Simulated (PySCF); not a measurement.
## Si2PNH8: excited-state calculation

Si2PNH8, SMILES N[SiH2]P[SiH3], computed with TDDFT PBE0/6-31G*, vertical, gas phase, core orbitals frozen in the response (PySCF 2.14.0).

The geometry comes from this level: PBE0-D3(BJ)/def2-SVP.

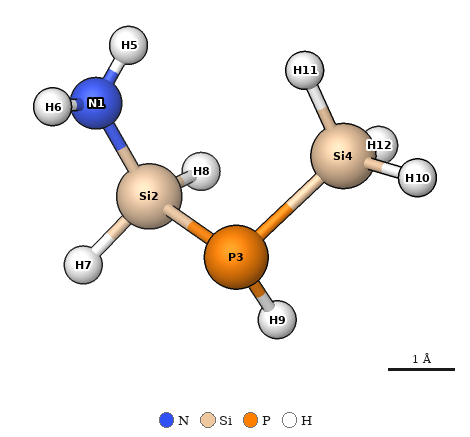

*The structure as given in the input (ball-and-stick view, seen at a tilt; atoms are numbered from 1 in the order of the input).*

### Results in brief

| quantity | value |
| --- | --- |
| outcome | converged |
| total energy | −979.420731 hartree |
| HOMO | −6.88 eV |
| LUMO | 0.39 eV |
| dipole moment | 1.15 D |
| mean polarisability | 77.23 a.u. |
| lowest singlet excitation | 5.94 eV |
| hardware | 1 CPU thread, shared host |
| wall time | 12 s |
| peak memory | 0.48 GiB |

### Input file
```
{"job": {"kind": "uv", "xc": "PBE0", "basis": "6-31G*"}, "charge": 0, "multiplicity": 1}
N      1.988358     0.631896     0.766392
Si     1.213948    -0.701975    -0.008749
P     -0.463637    -0.057173    -1.412273
Si    -1.934403     0.427161     0.228751
H      1.555771     1.055389     1.579369
H      2.480314     1.325877     0.214820
H      2.203851    -1.425508    -0.861913
H      0.706061    -1.602841     1.070974
H     -0.961290    -1.376395    -1.657821
H     -3.243068     0.855788    -0.349970
H     -1.359602     1.571776     1.003671
H     -2.172603    -0.705652     1.177713
```

The first line tells a small driver script what to run in PySCF; the rest is the geometry in Å.

Launch command:
```bash
OMP_NUM_THREADS=1 python <driver script> task.json out
```

### Log
```
coarse grid: 10896 points
cycle   1  E = -979.4421594309  dE = -5.192e-02  |g| = 3.958e-01  |ddm| = 2.938e+00
cycle   2  E = -979.4156703757  dE =  2.649e-02  |g| = 5.220e-01  |ddm| = 1.007e+00
cycle   3  E = -979.4788302372  dE = -6.316e-02  |g| = 4.390e-02  |ddm| = 6.331e-01
cycle   4  E = -979.4792908147  dE = -4.606e-04  |g| = 1.610e-02  |ddm| = 7.988e-02
cycle   5  E = -979.4793895340  dE = -9.872e-05  |g| = 3.114e-03  |ddm| = 3.234e-02
cycle   6  E = -979.4793932805  dE = -3.746e-06  |g| = 3.003e-04  |ddm| = 5.585e-03
final grid: 89752 points
cycle   7  E = -979.4207226743  dE = -7.855e-06  |g| = 5.667e-03  |ddm| = 1.662e-02
cycle   8  E = -979.4207146449  dE =  8.029e-06  |g| = 8.231e-03  |ddm| = 1.486e-02
cycle   9  E = -979.4207307680  dE = -1.612e-05  |g| = 2.749e-04  |ddm| = 8.349e-03
cycle  10  E = -979.4207307930  dE = -2.497e-08  |g| = 9.364e-05  |ddm| = 6.121e-04
cycle  11  E = -979.4207307959  dE = -2.929e-09  |g| = 1.967e-05  |ddm| = 1.669e-04
cycle  12  E = -979.4207307960  dE = -1.442e-10  |g| = 4.690e-06  |ddm| = 3.841e-05
```

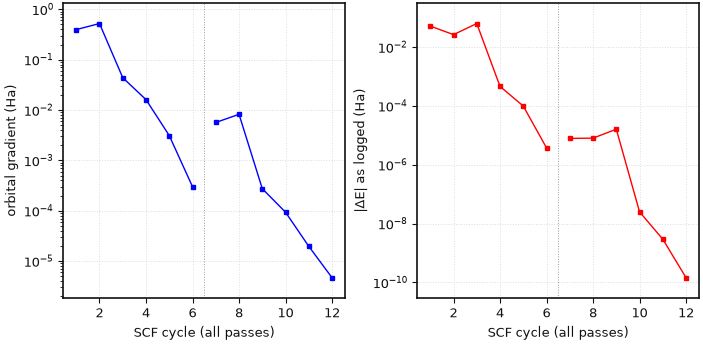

*Convergence of the self-consistent field: orbital gradient and size of the energy change against the SCF cycle. The dotted line marks the change from a coarse to the final integration grid.*

The first 6 cycles use a coarse grid, the final grid takes over at cycle 7, and the field converges after 12 cycles in all.

```
converged SCF energy = -979.4207307960

Static polarisability (au): isotropic 77.228, principal 64.670 75.455 91.560

Singlet excitations
state   eV       nm        f      main configurations
  1   5.9411    208.7   0.00499   H->L 0.53, H->L+1 0.42
  2   6.1404    201.9   0.03115   H->L+1 0.53, H->L 0.44
  3   6.5746    188.6   0.01271   H-1->L+1 0.67, H-1->L 0.23
  4   6.6928    185.3   0.01849   H->L+2 0.69, H-1->L 0.15, H->L+3 0.09
  5   6.8338    181.4   0.02264   H->L+3 0.40, H-1->L+1 0.19, H-1->L 0.13
  6   7.0227    176.5   0.08526   H->L+4 0.39, H-1->L 0.29, H->L+3 0.09
  7   7.1891    172.5   0.22394   H->L+3 0.32, H->L+4 0.29, H-1->L 0.12
  8   7.2320    171.4   0.00674   H-1->L+2 0.89
  9   7.6254    162.6   0.05243   H-1->L+4 0.51, H-1->L+3 0.27
 10   7.7318    160.4   0.07083   H-1->L+3 0.41, H-1->L+4 0.37

Triplet excitations (Tamm-Dancoff, eV): 5.3959 5.5361 5.7974 6.1336
```

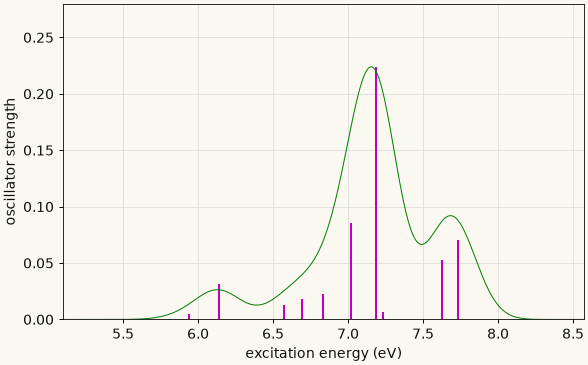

*Computed excitations as sticks (degenerate states added up, dark ones marked on the axis), with a Gaussian envelope of 0.35 eV full width at half maximum, scaled to the tallest.*

Of the 10 states the lowest lies at 5.94 eV (f = 0.005); the strongest line is at 7.19 eV, or 172 nm (f = 0.224).

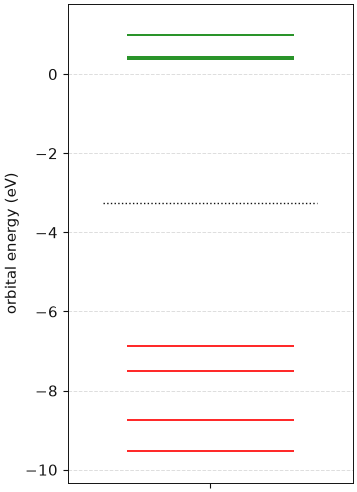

*Orbital energies near the frontier; the dotted line parts filled from empty levels, and levels within 0.02 eV of each other stand side by side.*

Highest filled −6.88 eV, lowest empty 0.39 eV, 7.27 eV apart.
